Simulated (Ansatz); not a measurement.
# H₄OSSi···HF: what the fields show

| atom | x (Å) | y (Å) | z (Å) |
| --- | --- | --- | --- |
| Si | 0.2583 | -0.4666 | -0.3080 |
| F | -0.4536 | -0.5536 | 2.4055 |
| H | 1.0180 | -0.1842 | -1.5726 |
| H | 0.1027 | 0.8157 | 0.4215 |
| O | -1.2914 | -1.0440 | -0.5949 |
| H | -1.3116 | -1.9185 | -1.0382 |
| S | 1.5793 | -1.9199 | 0.6182 |
| H | 0.6984 | -2.3611 | 1.5561 |
| H | 0.4752 | -0.4092 | 2.4275 |

Not at a stationary point (largest force 0.8 eV/Å).

Theory: Ansatz, RKS BLYP/6-31G*.

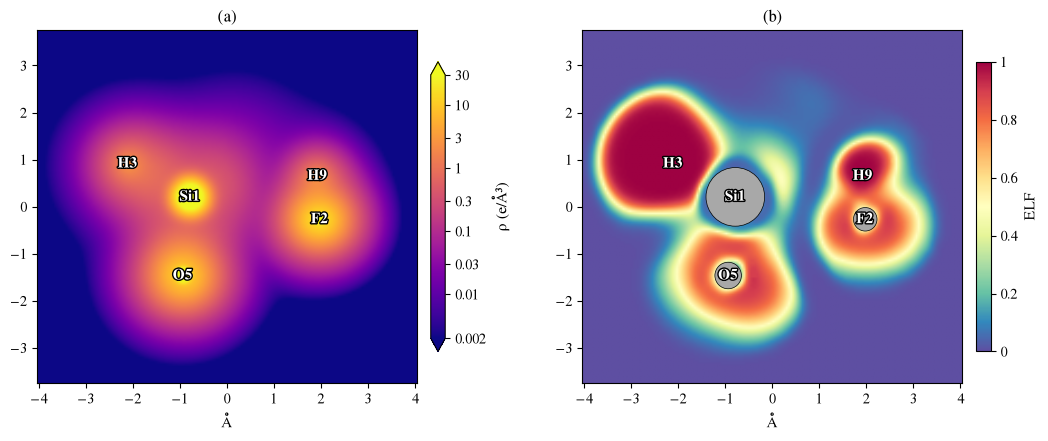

Figure 1. (a) total electron density; (b) electron localisation function on the plane of atoms H3, Si1 and O5. Grey discs cover the atomic cores in the ELF map.

### Read the bonding off the picture.

- The plane passes through Si, F, H and O nuclei.
- Si1···F2 (2.81 Å): the density falls to about 0.11 e/Å³ on the way; the ELF dips to about 0.05 between them.
- Si–O (1.68 Å): ρ at the midpoint is about 1.1 e/Å³; the ELF peaks at about 0.85 between the atoms (a shared but strongly polarised pair).
- F–H (0.94 Å): the density is about 4.3 e/Å³ at the midpoint; the ELF climbs to about 1 towards the hydrogen, as it does in any bond to H (a covalent bond by its length).
- Si–H (1.50 Å): ρ at the midpoint is about 0.79 e/Å³; the ELF climbs to about 1 towards the hydrogen.
- The ELF also peaks beside F2, away from the bonds: lone-pair regions.

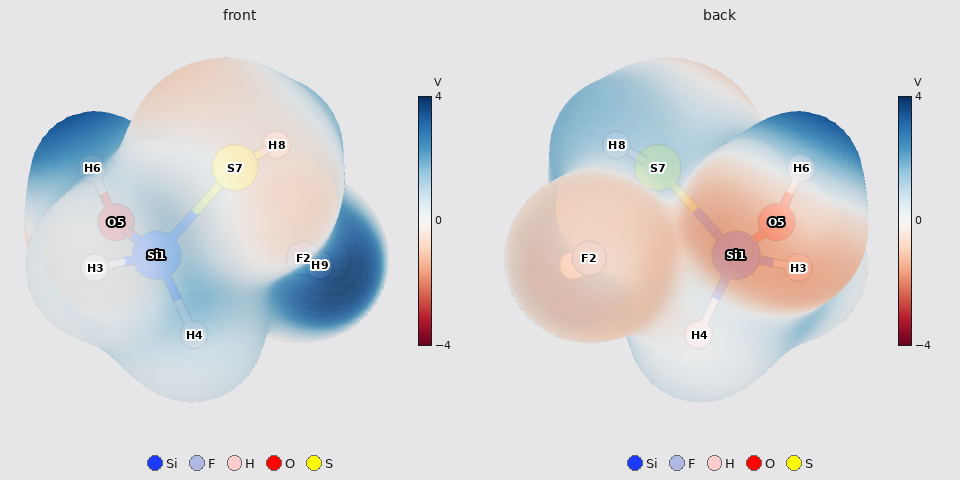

Figure 2. The electrostatic potential painted on the density surface at 0.004 e/bohr³, seen from the front and from behind; red is negative and blue positive.

### Where is the surface potential most negative and most positive?

The most negative region (about −1.6 V) lies over O5, the most positive (about +3.7 V) over H9. O5 is the likeliest acceptor of a hydrogen bond.

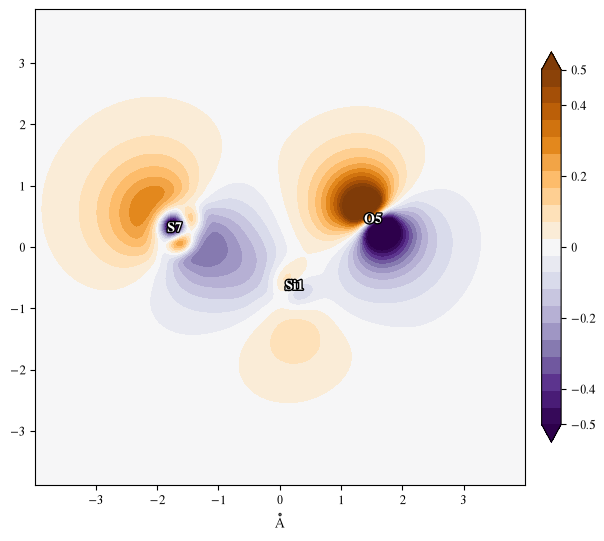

Figure 3. The HOMO−1 on the plane of atoms O5, Si1 and S7 (values in Å⁻³ᐟ²; the overall sign is arbitrary).

### Where does this orbital lie, and at what energy?

Its weight (Hirshfeld) is mainly on O5 (about 50 %), S7 (about 25 %), Si1 (about 10 %) and H3 (about 10 %); largely a combination of lone pairs on O5 and S7. Its energy is −7.03 eV.
